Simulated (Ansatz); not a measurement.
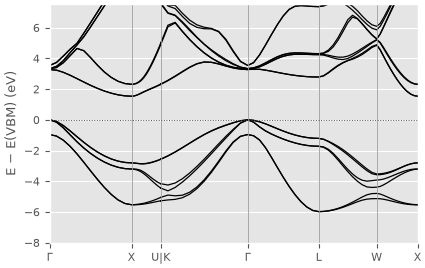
Band structure from PBEsol with spin–orbit coupling in the plane-wave PAW code Ansatz

Problem. Read off the gap and where the band edges lie.

Solution. About 1.5 eV (1.54 eV by a search for the band edges); maximum at Γ, minimum at X.

The material is BeTe (zinc blende, space group No. 216).

Space group F-43m (zinc blende). The cell was relaxed with PBEsol under the symmetry of its start.

Potentials: the earlier of the program's two PAW sets. The files were generated under PBE; for other functionals the program regenerates the frozen cores, and for LDA and PBEsol the local potential too.
